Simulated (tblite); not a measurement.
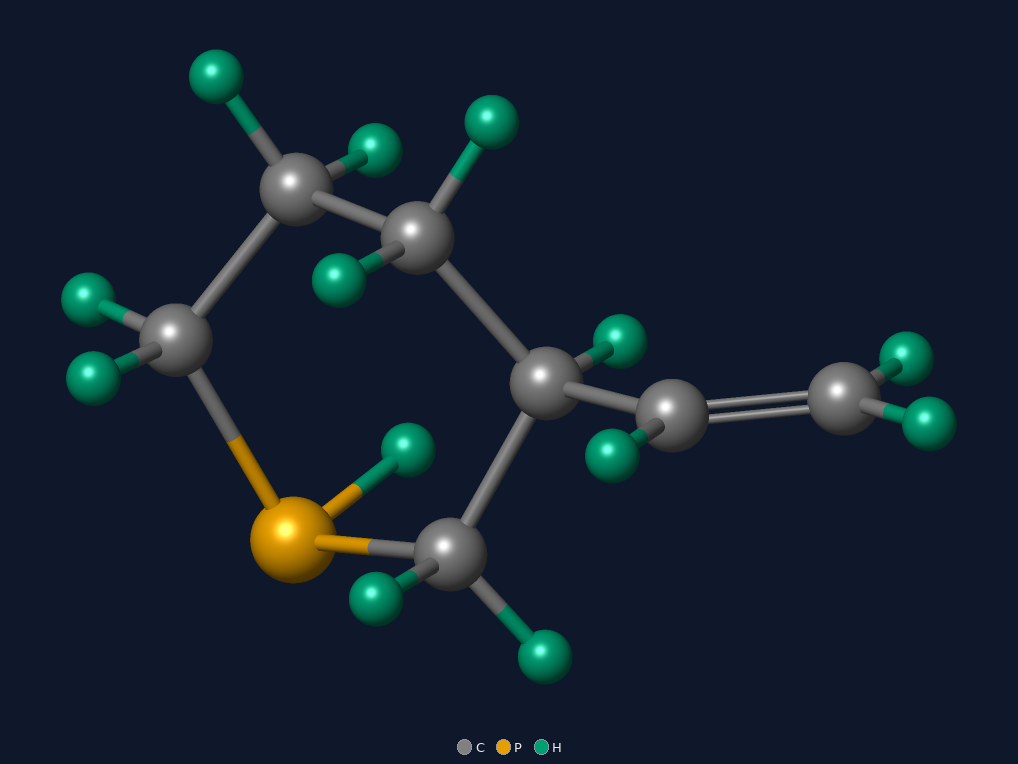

(Drawn from a calculation with tblite.)

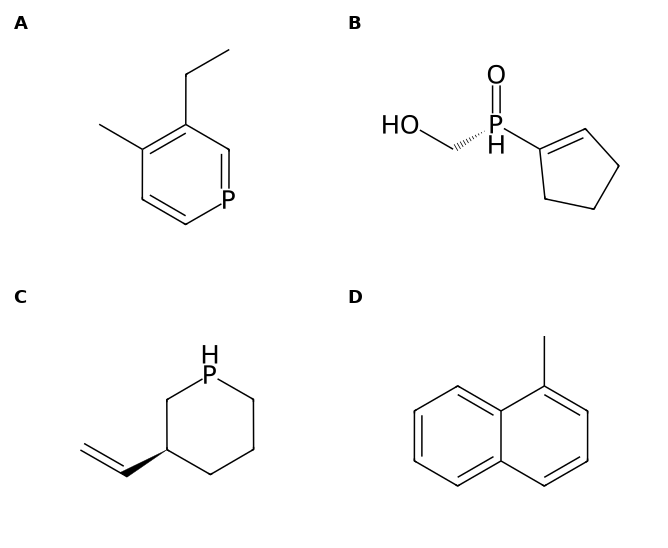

The first picture shows one of the molecules drawn in the second. Which?

Answer. C, `C=C[C@@H]1CCCPC1`.
